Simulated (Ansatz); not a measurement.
**Fields on a plane of WC (WC type, space group P-6m2)**

```
WC
1.0
    2.92196     0.00000     0.00000
   -1.46098     2.53050     0.00000
    0.00000     0.00000     2.84728
W C
1 1
Direct
  0.00000   0.00000   0.00000
  0.66667   0.33333   0.50000
```

The slice is a (-1 2 -1 0) plane (indices of the conventional cell) through the point (0.667, 0.333, 0.500) (fractional), spanned by u = [001] and v = [210] in vectors of this cell: u (2.85 Å) and v (5.06 Å, at 90° to u). It covers one period; positions are fractions (u, v).

Atoms on it: W at (0.50, 0.67); C at (0.00, 0.00).

Computed with PBE (plane waves to 420 eV, PAW, scalar-relativistic; Ansatz, a first-principles code). k mesh 18×18×16. Near the nuclei the fields are pseudised (PAW); where an atom keeps semicore shells as valence, they peak there. Spin-orbit coupling is left out, though W is heavy. The PAW data are Ansatz's earlier set. WC is run without spin polarisation. WC was relaxed with its symmetry unable to fall.

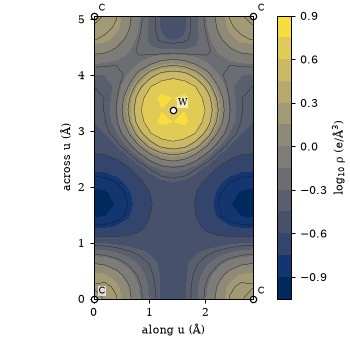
Fig. 1. Log₁₀ of the valence density in e/Å³, one period of the plane, atoms marked. The scale is logarithmic, as a density can span decades between atoms and voids.

```
|xxxx##@@%%++--::--++%%@@##xx|
|**##@@@@##==::..::==##@@@@##|
|@@@@@@%%==::......::==%%@@@@|
|@@@@##==::--======--::==##@@|
|##**==::==**%%%%%%**==::==**|
|++--::--##%%%%##%%%%##--::--|
|--::::++%%%%xxxxxx%%%%++::::|
|--::::**%%##xxxxxx##%%**::::|
|--::::++%%%%xxxxxx%%%%++::::|
|--::..--**%%%%##%%%%**--..::|
|::::....--**%%%%%%**--....::|
|::....  ..--++++++--..  ....|
|............::--::..........|
|      ..::--======--::..    |
|      ..--++**##**++--..    |
|      ..--**##%%##**--..    |
|      ..--++######++--..    |
|......::--++******++--::....|
|==============++============|
|######**++==------==++**####|
|%%%%@@%%**==--::--==**%%@@%%|
|++**%%@@%%++--::--++%%@@%%**|
|xxxx##@@%%++--::--++%%@@##xx|
|xxxx++@@%%**--::--**%%@@++xx|
```
Scale: ten equal steps from 0.05 (start of ' ') to 0.81 (end of '@'), in the order ' .:-=+*#%@'. Values: electron localisation function (ELF). The map has 14 points along u (two characters each, u = 0 at the left) and 24 along v (v = 0 in the bottom row). Points within 0.4 Å of a nucleus are blanked (x), as the pseudised field means little there.

- Density on the W–C line (2.21 Å) at its density minimum, 1.2 Å from W = 0.64 e/Å³
- ELF at that point = 0.4
